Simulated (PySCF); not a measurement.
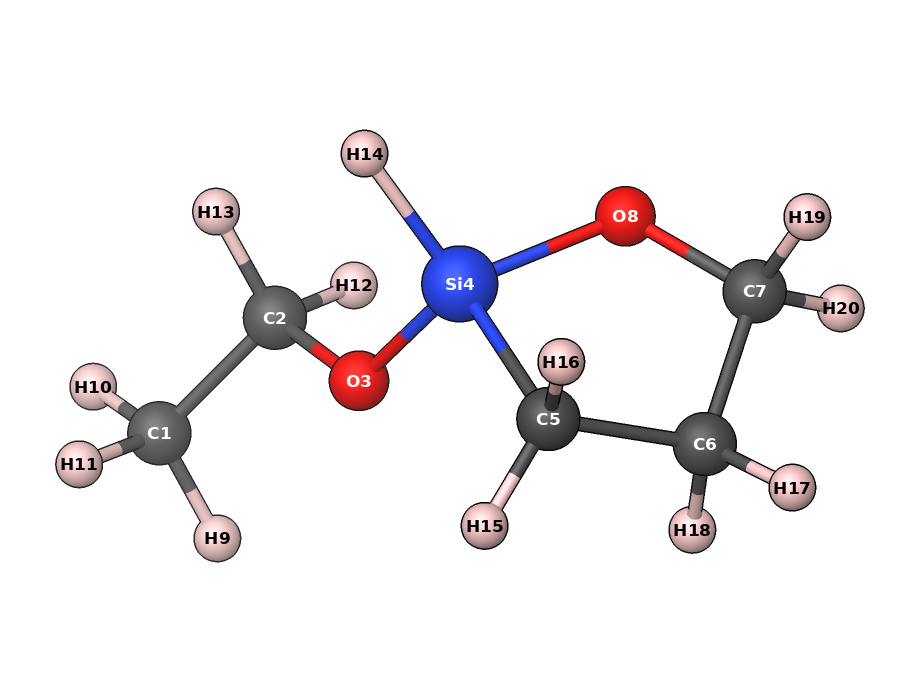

The geometry was computed by an optimisation with PBE0-D3(BJ)/def2-SVP. No frequency run is at hand to confirm it as a minimum. Electric field gradients from the ground-state density, PBE0/pcSseg-1 (PySCF 2.14.0), non-relativistic apart from any core potentials.

Give the largest field-gradient component, the quadrupole coupling constant and the asymmetry for 17O at O3 (Q = −25.6 mb), 17O at O8 (Q = −25.6 mb), 2H at H9 (Q = 2.86 mb), 2H at H10 (Q = 2.86 mb), 2H at H11 (Q = 2.86 mb), 2H at H12 (Q = 2.86 mb).

```csv
atom,V_zz (a.u.),e²qQ/h (MHz),η
O3,1.666,−10.02,0.40
O8,1.681,−10.11,0.40
H9,0.292,0.196,0.03
H10,0.292,0.196,0.03
H11,0.292,0.196,0.03
H12,0.272,0.183,0.06
```
